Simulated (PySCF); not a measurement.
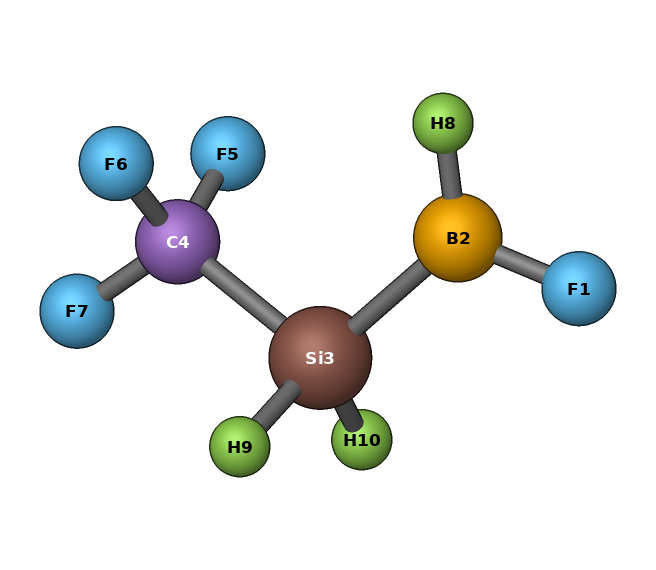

The questions are on isotropic NMR shieldings of the F atoms. The computed structure is the end point of a GFN2-xTB optimisation. No frequency run is at hand to confirm it as a minimum. Method: GIAO PBE0/pcSseg-1 NMR shielding, non-relativistic, gas phase (PySCF 2.14.0).

> Which F atom is the most shielded (lowest chemical shift)?

F6 (234.7 ppm).

> Which F atom is the least shielded (highest chemical shift)?

F1 (91.1 ppm).

> How wide is the range of F shifts?

143.6 ppm.

Give the isotropic NMR shieldings of the F atoms atom by atom.

```
atom  σ (ppm)
  F1     91.1
  F5    234.5
  F6    234.7
  F7    233.8
```

The geometry is semi-empirical. Around B, Si such bond lengths and angles can be off by a tenth of an ångström or more and by several degrees, and values that hang on the shape move with them.
